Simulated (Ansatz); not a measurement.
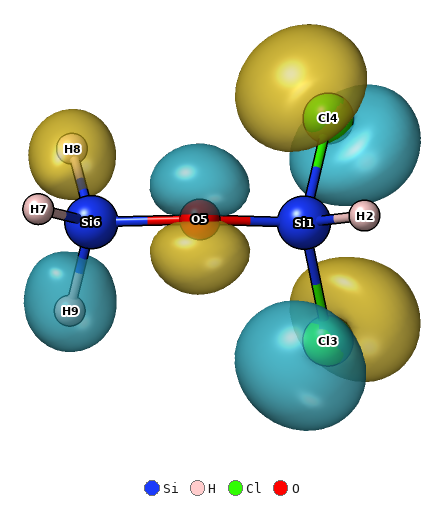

Cl2H4OSi2. The HOMO at ±0.1 Å⁻³ᐟ² (yellow and cyan are the two phases), seen across its widest extent.

Method: RKS PBE0/def2-SVP in Ansatz.

Input

```
crystal:
  periodic: [false, false, false]
  atoms:
    - { symbol: Si, position_ang: [0.0, 0.0, 0.0] }
    - { symbol: H, position_ang: [0.0, 0.0, 1.46] }
    - { symbol: Cl, position_ang: [2.0086, 0.0, -0.7093] }
    - { symbol: Cl, position_ang: [-1.0032, 1.7381, -0.7093] }
    - { symbol: O, position_ang: [-0.7913, -1.3709, -0.5594] }
    - { symbol: Si, position_ang: [-1.673, -2.4329, 0.3983] }
    - { symbol: H, position_ang: [-1.2634, -2.287, 1.792] }
    - { symbol: H, position_ang: [-3.0964, -2.1323, 0.2761] }
    - { symbol: H, position_ang: [-1.4264, -3.8036, -0.0398] }
basis:
  gaussian: { orbitals: def2-SVP }
hamiltonian:
  xc: pbe0
relax:
  f_tol: 0.02
  max_steps: 40
output:
  orbitals: {}
```

Command:

```sh
ansatz run input.yaml --threads 2 --pin off --max-ram 3072MiB --backend cpu --events-out ev --progress --plain --runs-dir out
```

The fields are those of the run's last geometry, not of the input's.

Q: What is the character of this orbital?

A: By Hirshfeld shares it lies mainly on Cl4 (about 35 %), Cl3 (about 35 %) and O5 (about 15 %); largely a combination of lone pairs on Cl4, Cl3 and O5. Its energy is −9.02 eV.
